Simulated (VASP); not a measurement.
## A VASP study of AlNi3 (r2SCAN + rVV10): structure first, properties next

What structure does AlNi3 take at this level, and what are its properties? The steps: magnetic order: ferromagnetic, magnetic order: antiferromagnetic within the cell, magnetic order: antiferromagnetic, q = (0, 0, 1/2), magnetic order: antiferromagnetic, q = (1/2, 1/2, 1/2), magnetic order: antiferromagnetic, q = (1/2, 1/2, 0), the orders side by side, relaxing cell and atoms (r2SCAN + rVV10), density, ELF and potential (r2SCAN + rVV10), band structure (r2SCAN + rVV10), density of states (r2SCAN + rVV10), field gradients at the nuclei (r2SCAN + rVV10), volume scan with r2SCAN + rVV10, fit for r2SCAN + rVV10 and total energy, forces and stress (r2SCAN + rVV10), changed input. The start is a computed cell from the Materials Project.

Calculated with VASP 6.6.1; r2SCAN with rVV10, spin-polarised from a ferromagnetic start; plane waves and PAW (Al, Ni), in the first sound run; inputs show where later runs differ.

## 1. The starting structure

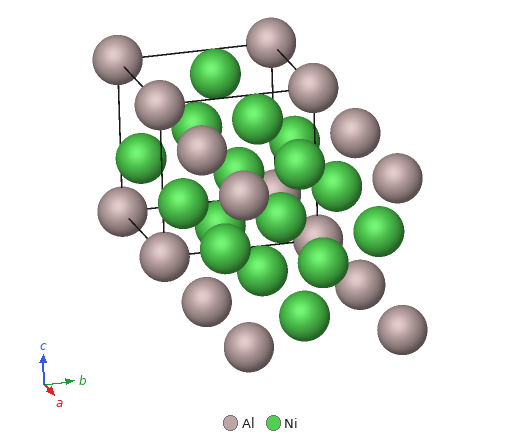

The starting structure, seen slightly off an axis (aluminium light grey, nickel green). 3×1×1 cells are drawn. Some periodic images of atoms are drawn too.

Structure file:

```xyz
4
Lattice="3.5231 0.0000 0.0000 0.0000 3.5231 0.0000 0.0000 0.0000 3.5231" Properties=species:S:1:pos:R:3 pbc="T T T"
Al    0.0000    0.0000    0.0000
Ni    0.0000    1.7615    1.7615
Ni    1.7615    0.0000    1.7615
Ni    1.7615    1.7615    0.0000
```

## 2. Magnetic order: ferromagnetic

The properties of a magnet depend on its order, so a few collinear patterns are compared first on the cell as listed, beginning with all moments parallel. r2SCAN adds the kinetic-energy density, costs more than a GGA and is run with LASPH. LUSE_VDW switches on a nonlocal correlation term for dispersion.

The input, INCAR:

```
SYSTEM = AlNi3
PREC = Accurate
ENCUT = 400
EDIFF = 1E-06
NELM = 100
ISMEAR = 1
SIGMA = 0.2
LREAL = .FALSE.
ALGO = Normal
METAGGA = R2SCAN
LUSE_VDW = .TRUE.
IVDW_NL = 2
BPARAM = 11.95
CPARAM = 0.0093
LASPH = .TRUE.
NBANDS = 26
ISPIN = 2
MAGMOM = 0 1 1 1
LMAXMIX = 4
LORBIT = 11
LWAVE = .FALSE.
LCHARG = .FALSE.
KPAR = 8
ISIF = 2
```

The input, POSCAR:

```
AlNi3
1.0
    3.5230547267      0.0000000000      0.0000000000
    0.0000000000      3.5230547267      0.0000000000
    0.0000000000      0.0000000000      3.5230547267
Al Ni
1 3
Direct
    0.0000000000      0.0000000000      0.0000000000
    0.0000000000      0.5000000000      0.5000000000
    0.5000000000      0.0000000000      0.5000000000
    0.5000000000      0.5000000000      0.0000000000
```

The input, KPOINTS:

```
Automatic mesh
0
Gamma
6 6 6
0 0 0
```

PAW data sets: Al and Ni (PBE family, release 64).

Command:

```
> mpirun -np 8 vasp_std
```

Log:

```text
[banner, memory and clock lines left out]
running    8 mpi-ranks, on    1 nodes
 distrk:  each k-point on    1 cores,    8 groups
 distr:  one band on    1 cores,    1 groups

 POSCAR found type information on POSCAR AlNi
 POSCAR found :  2 types and       4 ions
|                                                                             |
|           W    W    AA    RRRRR   N    N  II  N    N   GGGG   !!!           |
|           W    W   A  A   R    R  NN   N  II  NN   N  G    G  !!!           |
|           W    W  A    A  R    R  N N  N  II  N N  N  G       !!!           |
|           W WW W  AAAAAA  RRRRR   N  N N  II  N  N N  G  GGG   !            |
|           WW  WW  A    A  R   R   N   NN  II  N   NN  G    G                |
|           W    W  A    A  R    R  N    N  II  N    N   GGGG   !!!           |
|                                                                             |
|     For optimal performance we recommend to set                             |
|       NCORE = 2 up to number-of-cores-per-socket                            |
|     NCORE specifies how many cores store one orbital (NPAR=cpu/NCORE).      |
|     This setting can greatly improve the performance of VASP for DFT.       |
|     The default, NCORE=1 might be grossly inefficient on modern             |
|     multi-core architectures or massively parallel machines. Do your        |
|     Unfortunately you need to use the default for GW and RPA                |
|     calculations (for HF NCORE is supported but not extensively tested      |
|     yet).                                                                   |
|                                                                             |

|                                                                             |
|               ----> ADVICE to this user running VASP <----                  |
|                                                                             |
|     You have switched on vdW-DFT.                                           |
|     This routine was written and supplied by Jiri Klimes. We recommend      |
|     that you carefully read and cite the following publications:            |
|       J. Klimes, D.R. Bowler, A. Michelides                                 |
|          J. Phys.: Cond Matt. 22 022201 (2010)                              |
|       J. Klimes, D.R. Bowler, A. Michelides                                 |
|          Phys. Rev. B. 83, 195131 (2011)                                    |
|     and references therein.                                                 |
|                                                                             |

|                                                                             |
|               ----> ADVICE to this user running VASP <----                  |
|                                                                             |
|     You enforced a specific xc type in the INCAR file but a different       |
|     [... a line on the potential file left out ...]
|     I HOPE YOU KNOW WHAT YOU ARE DOING!                                     |
|                                                                             |

 LDA part: xc-table for (None), standard interpolation
 POSCAR, INCAR and KPOINTS ok, starting setup
 FFT: planning ... GRIDC
 FFT: planning ... GRID_SOFT
 FFT: planning ... GRID
 WAVECAR not read
 entering main loop
       N       E                     dE             d eps       ncg     rms          rms(c)
Total rVV10 correction in eV:      0.8507140    38.8319069
Total rVV10 correction in eV:      0.8507140    38.8319069
Total rVV10 correction in eV:      0.8507140    38.8319069
Total rVV10 correction in eV:      0.8507140    38.8319069
Total rVV10 correction in eV:      0.8507140    38.8319069
Total rVV10 correction in eV:      0.8507140    38.8319069
Total rVV10 correction in eV:      0.8507140    38.8319069
Total rVV10 correction in eV:      0.8507140    38.8319069
DAV:   1     0.153555429549E+03    0.15356E+03   -0.12370E+04  2128   0.142E+03
DAV:   2    -0.414514885324E+02   -0.19501E+03   -0.18230E+03  2088   0.288E+02
DAV:   3    -0.512908812601E+02   -0.98394E+01   -0.94634E+01  2320   0.862E+01
DAV:   4    -0.514499836892E+02   -0.15910E+00   -0.15893E+00  2532   0.101E+01
DAV:   5    -0.514561984178E+02   -0.62147E-02   -0.62144E-02  2538   0.181E+00    0.211E+01
Total rVV10 correction in eV:      0.7750748    38.8319126
Total rVV10 correction in eV:      0.7750748    38.8319126
Total rVV10 correction in eV:      0.7750748    38.8319126
Total rVV10 correction in eV:      0.7750748    38.8319126
Total rVV10 correction in eV:      0.7750748    38.8319126
Total rVV10 correction in eV:      0.7750748    38.8319126
Total rVV10 correction in eV:      0.7750748    38.8319126
Total rVV10 correction in eV:      0.7750748    38.8319126
DAV:   6    -0.487013155711E+02    0.27549E+01   -0.46116E+01  2326   0.121E+02    0.222E+01
Total rVV10 correction in eV:      0.8090640    38.8319134
Total rVV10 correction in eV:      0.8090640    38.8319134
Total rVV10 correction in eV:      0.8090640    38.8319134
Total rVV10 correction in eV:      0.8090640    38.8319134
Total rVV10 correction in eV:      0.8090640    38.8319134
Total rVV10 correction in eV:      0.8090640    38.8319134
Total rVV10 correction in eV:      0.8090640    38.8319134
Total rVV10 correction in eV:      0.8090640    38.8319134
DAV:   7    -0.434475459718E+02    0.52538E+01   -0.12480E+01  2440   0.602E+01    0.305E+00
Total rVV10 correction in eV:      0.8057572    38.8319131
Total rVV10 correction in eV:      0.8057572    38.8319131
Total rVV10 correction in eV:      0.8057572    38.8319131
Total rVV10 correction in eV:      0.8057572    38.8319131
Total rVV10 correction in eV:      0.8057572    38.8319131
Total rVV10 correction in eV:      0.8057572    38.8319131
Total rVV10 correction in eV:      0.8057572    38.8319131
Total rVV10 correction in eV:      0.8057572    38.8319131
DAV:   8    -0.435216064344E+02   -0.74060E-01   -0.34482E-01  2438   0.587E+00    0.194E+00
Total rVV10 correction in eV:      0.8011195    38.8319131
Total rVV10 correction in eV:      0.8011195    38.8319131
Total rVV10 correction in eV:      0.8011195    38.8319131
Total rVV10 correction in eV:      0.8011195    38.8319131
Total rVV10 correction in eV:      0.8011195    38.8319131
Total rVV10 correction in eV:      0.8011195    38.8319131
Total rVV10 correction in eV:      0.8011195    38.8319131
Total rVV10 correction in eV:      0.8011195    38.8319131
DAV:   9    -0.435076188602E+02    0.13988E-01   -0.30370E-02  2648   0.221E+00    0.107E+00
Total rVV10 correction in eV:      0.7992316    38.8319131
Total rVV10 correction in eV:      0.7992316    38.8319131
Total rVV10 correction in eV:      0.7992316    38.8319131
Total rVV10 correction in eV:      0.7992316    38.8319131
Total rVV10 correction in eV:      0.7992316    38.8319131
Total rVV10 correction in eV:      0.7992316    38.8319131
Total rVV10 correction in eV:      0.7992316    38.8319131
Total rVV10 correction in eV:      0.7992316    38.8319131
DAV:  10    -0.435039349596E+02    0.36839E-02   -0.70755E-03  2694   0.119E+00    0.371E-01
Total rVV10 correction in eV:      0.7984451    38.8319132
Total rVV10 correction in eV:      0.7984451    38.8319132
Total rVV10 correction in eV:      0.7984451    38.8319132
Total rVV10 correction in eV:      0.7984451    38.8319132
Total rVV10 correction in eV:      0.7984451    38.8319132
Total rVV10 correction in eV:      0.7984451    38.8319132
Total rVV10 correction in eV:      0.7984451    38.8319132
Total rVV10 correction in eV:      0.7984451    38.8319132
DAV:  11    -0.435040560769E+02   -0.12112E-03   -0.18246E-03  2548   0.593E-01    0.162E-01
Total rVV10 correction in eV:      0.7985327    38.8319132
Total rVV10 correction in eV:      0.7985327    38.8319132
Total rVV10 correction in eV:      0.7985327    38.8319132
Total rVV10 correction in eV:      0.7985327    38.8319132
Total rVV10 correction in eV:      0.7985327    38.8319132
Total rVV10 correction in eV:      0.7985327    38.8319132
Total rVV10 correction in eV:      0.7985327    38.8319132
Total rVV10 correction in eV:      0.7985327    38.8319132
DAV:  12    -0.435040805042E+02   -0.24427E-04   -0.18093E-04  2306   0.166E-01    0.685E-02
Total rVV10 correction in eV:      0.7986261    38.8319132
Total rVV10 correction in eV:      0.7986261    38.8319132
Total rVV10 correction in eV:      0.7986261    38.8319132
Total rVV10 correction in eV:      0.7986261    38.8319132
Total rVV10 correction in eV:      0.7986261    38.8319132
Total rVV10 correction in eV:      0.7986261    38.8319132
Total rVV10 correction in eV:      0.7986261    38.8319132
Total rVV10 correction in eV:      0.7986261    38.8319132
DAV:  13    -0.435040733711E+02    0.71330E-05   -0.44249E-05  2638   0.978E-02    0.112E-02
Total rVV10 correction in eV:      0.7986170    38.8319132
Total rVV10 correction in eV:      0.7986170    38.8319132
Total rVV10 correction in eV:      0.7986170    38.8319132
Total rVV10 correction in eV:      0.7986170    38.8319132
Total rVV10 correction in eV:      0.7986170    38.8319132
Total rVV10 correction in eV:      0.7986170    38.8319132
Total rVV10 correction in eV:      0.7986170    38.8319132
Total rVV10 correction in eV:      0.7986170    38.8319132
DAV:  14    -0.435040741595E+02   -0.78831E-06   -0.48585E-06  2134   0.234E-02
Total rVV10 correction in eV:      0.7986384    38.8319132
Total rVV10 correction in eV:      0.7986384    38.8319132
Total rVV10 correction in eV:      0.7986384    38.8319132
Total rVV10 correction in eV:      0.7986384    38.8319132
Total rVV10 correction in eV:      0.7986384    38.8319132
Total rVV10 correction in eV:      0.7986384    38.8319132
Total rVV10 correction in eV:      0.7986384    38.8319132
Total rVV10 correction in eV:      0.7986384    38.8319132
Total rVV10 correction in eV:      0.7986199    38.8319132
Total rVV10 correction in eV:      0.7986199    38.8319132
Total rVV10 correction in eV:      0.7986199    38.8319132
Total rVV10 correction in eV:      0.7986199    38.8319132
Total rVV10 correction in eV:      0.7986199    38.8319132
Total rVV10 correction in eV:      0.7986199    38.8319132
Total rVV10 correction in eV:      0.7986199    38.8319132
Total rVV10 correction in eV:      0.7986199    38.8319132
   1 F= -.43504074E+02 E0= -.43506584E+02  d E =0.753060E-02  mag=     0.8550
```

Run time: 46 s. Hardware: 8 MPI ranks of Intel Xeon Platinum 8259CL at 2.50GHz (Skylake/Cascade Lake), shared host; peak memory 1.9 GiB; 6.1 min of CPU time.

Lines that name or quote the potential files are left out of all logs, and their timing lines are given in words.

From OUTCAR (step 2):

```text
ion  position               nearest neighbor table
   1  0.000  0.000  0.000-   2 2.49   3 2.49   4 2.49   2 2.49   3 2.49   2 2.49   4 2.49   2 2.49
                             3 2.49   4 2.49   3 2.49   4 2.49
   2  0.000  0.500  0.500-   1 2.49   3 2.49   4 2.49   1 2.49   4 2.49   1 2.49   3 2.49   1 2.49
                             3 2.49   4 2.49   4 2.49   3 2.49
   3  0.500  0.000  0.500-   1 2.49   2 2.49   4 2.49   1 2.49   4 2.49   2 2.49   4 2.49   4 2.49
                             1 2.49   2 2.49   1 2.49   2 2.49
   4  0.500  0.500  0.000-   1 2.49   2 2.49   3 2.49   2 2.49   3 2.49   1 2.49   3 2.49   3 2.49
                             1 2.49   2 2.49   2 2.49   1 2.49

  LATTYP: Found a simple cubic cell.
 ALAT       =     3.5230547267

 Subroutine GETGRP returns: Found 48 space group operations
 (whereof 48 operations were pure point group operations)

The static configuration has the point symmetry O_h .

 Found     20 irreducible k-points:

   k-points           NKPTS =     20   k-points in BZ     NKDIM =     20   number of bands    NBANDS=     26

   dimension x,y,z NGX =    24 NGY =   24 NGZ =   24
   dimension x,y,z NGXF=    48 NGYF=   48 NGZF=   48

   ENCUT  =  400.0 eV  29.40 Ry    5.42 a.u.   5.75  5.75  5.75*2*pi/ulx,y,z

   NELECT =      33.0000    total number of electrons

 k-points in reciprocal lattice and weights: Automatic mesh
   0.00000000  0.00000000  0.00000000       0.005
   0.16666667  0.00000000  0.00000000       0.028
   0.33333333  0.00000000  0.00000000       0.028
   0.50000000  0.00000000  0.00000000       0.014
   0.16666667  0.16666667  0.00000000       0.056
   0.33333333  0.16666667  0.00000000       0.111
   0.50000000  0.16666667  0.00000000       0.056
   0.33333333  0.33333333  0.00000000       0.056
   0.50000000  0.33333333  0.00000000       0.056
[...]
0.50000000  0.50000000  0.33333333       0.028
   0.50000000  0.50000000  0.50000000       0.005

 average (electrostatic) potential at core
       1 -72.5749       2 -86.6122       3 -86.6122       4 -86.6122

 E-fermi :   9.8042

 spin component 1
 k-point     1 :       0.0000    0.0000    0.0000
  band No.  band energies     occupation
    ...
     12       8.9655      1.00000
     13       9.3025      1.00111
     14       9.4096      1.00871
     15       9.4096      1.00871
     16       9.4096      1.00871
     17      10.6944     -0.00000
     18      10.6944     -0.00000
     19      10.6944     -0.00000
     20      16.6301      0.00000
     21      16.6301      0.00000
    ...

 k-point     2 :       0.1667    0.0000    0.0000
  band No.  band energies     occupation
    ...
     13       8.8985      1.00000
     14       8.9663      1.00000
     15       9.1776      1.00004
     16       9.4100      1.00877
     17       9.5196      1.03090
     18      11.6602     -0.00000
     19      11.6602     -0.00000
     20      16.5902      0.00000
     21      17.3307      0.00000
     22      19.1605      0.00000
    ...

 k-point     3 :       0.3333    0.0000    0.0000
  band No.  band energies     occupation
    ...
     13       8.4249      1.00000
     14       8.6212      1.00000
     15       8.7692      1.00000
     16       9.0266      1.00000
     17       9.4104      1.00882
     18      13.4383     -0.00000
     19      13.4383     -0.00000
     20      16.4897      0.00000
     21      17.8389      0.00000
     22      18.2213      0.00000
    ...

 k-point     4 :       0.5000    0.0000    0.0000
  band No.  band energies     occupation
    ...
     13       8.2604      1.00000
     14       8.3486      1.00000
     15       8.4858      1.00000
     16       9.0272      1.00000
     17       9.4107      1.00887
     18      15.6367      0.00000
     19      15.6367      0.00000
     20      15.6437      0.00000
     21      15.6437      0.00000
     22      16.4257      0.00000
    ...

 k-point     5 :       0.1667    0.1667    0.0000
  band No.  band energies     occupation
    ...
     12       8.6995      1.00000
     13       8.7492      1.00000
     14       8.8814      1.00000
     15       9.0694      1.00000
     16       9.2577      1.00039
     17      10.0688     -0.03416
     18      10.7048     -0.00000
     19      12.3620     -0.00000
     20      16.8135      0.00000
     21      18.7127      0.00000
    ...

 k-point     6 :       0.3333    0.1667    0.0000
  band No.  band energies     occupation
    ...
     13       8.4003      1.00000
     14       8.6956      1.00000
     15       8.9055      1.00000
     16       9.1032      1.00000
     17       9.1837      1.00005
     18      11.7888     -0.00000
     19      13.9522      0.00000
     20      15.4179      0.00000
     21      17.6350      0.00000
     22      18.5889      0.00000
    ...

  Total       -0.3518202     -0.3518202     -0.3518202     -0.0000000     -0.0000000     -0.0000000
  in kB      -12.8906032    -12.8906032    -12.8906032     -0.0000000     -0.0000000     -0.0000000
  external PRESSURE =     -12.8906032 kB  Pullay stress =       0.0000000 kB

  energy-cutoff  :      400.00
  volume of cell :       43.73
      direct lattice vectors                 reciprocal lattice vectors
     3.523054727  0.000000000  0.000000000     0.283844583  0.000000000  0.000000000
     0.000000000  3.523054727  0.000000000     0.000000000  0.283844583  0.000000000
     0.000000000  0.000000000  3.523054727     0.000000000  0.000000000  0.283844583

 POSITION                                       TOTAL-FORCE (eV/Angst)
 -----------------------------------------------------------------------------------
      0.00000      0.00000      0.00000         0.000000      0.000000      0.000000
      0.00000      1.76153      1.76153         0.000000      0.000000      0.000000
      1.76153      0.00000      1.76153         0.000000      0.000000      0.000000
      1.76153      1.76153      0.00000         0.000000      0.000000      0.000000
 -----------------------------------------------------------------------------------
    total drift:                                0.000000     -0.000000     -0.000000

  FREE ENERGIE OF THE ION-ELECTRON SYSTEM (eV)
  ---------------------------------------------------
  free  energy   TOTEN  =       -43.5040741595 eV

  energy  without entropy=      -43.5116047550  energy(sigma->0) =      -43.50658436

 total charge
# of ion       s       p       d       tot
------------------------------------------
    1        0.413   0.418   0.000   0.831
    2        0.522   0.574   8.386   9.483
    3        0.522   0.574   8.386   9.483
    4        0.522   0.574   8.386   9.483
--------------------------------------------------
tot          1.981   2.139  25.159  29.279

 magnetization (x)
# of ion       s       p       d       tot
------------------------------------------
    1       -0.004  -0.016   0.000  -0.020
    2       -0.008  -0.029   0.362   0.324
    3       -0.008  -0.029   0.362   0.324
    4       -0.008  -0.029   0.362   0.324
--------------------------------------------------
tot         -0.028  -0.104   1.085   0.953

[... 6 further parts left out ...]
```

The k-mesh is coarse for a metal. SCAN-type functionals tend to overstate the moments of itinerant magnets. The PAW data sets were made with PBE, which is usual practice but a small mismatch for other functionals.

Numbers from this step:

* SCF cycles: 14
* electrons: 33
* bands: 26
* irreducible k-points: 20
* symmetry operations: 48
* free energy (TOTEN): -43.50 eV
* energy at zero smearing: -43.51 eV
* Fermi energy: 9.804 eV
* pressure: -1.289 GPa
* moment of the cell, from the last line of the log: 0.855 μB
* metallic: yes

Spin moment in the PAW sphere by atom:

```tsv
atom	spin moment in the PAW sphere (μB)
Al1	-0.020
Ni2	0.324
Ni3	0.324
Ni4	0.324
```

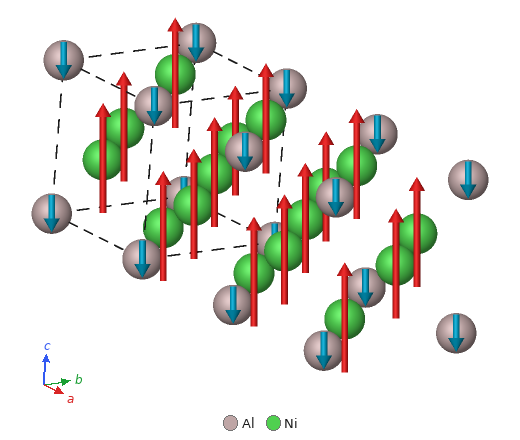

Spin moment in the PAW sphere as arrows, the longest 0.324 μB. Up and down stand for the sign. Arrows give size and sign along the axis of quantisation, drawn up and down the page. Each arrow also spans its atom, so small moments look longer than they are. The two directions have two colours. 3×1×1 cells are drawn. Some periodic images of atoms are drawn too.

The run ends ferromagnetic with a largest moment of 0.32 μB, and the mesh shows no gap.

[end of part 1 of 13]

[Lines on the potential files, build, host, timing and source positions are cut from VASP's logs without a mark.]

[Logs are printed without paths, hosts, clocks, repeated set-up lines and the standing remarks that a program may print on its own settings, such as how far it seeks lower states.]

[Hosts, paths, dates, database ids (printed as entryN), source tags and the programs' standing remarks are cut or masked in the printed files.]

[A measured line is paired with the nearest computed mode of its activity, which favours agreement.]
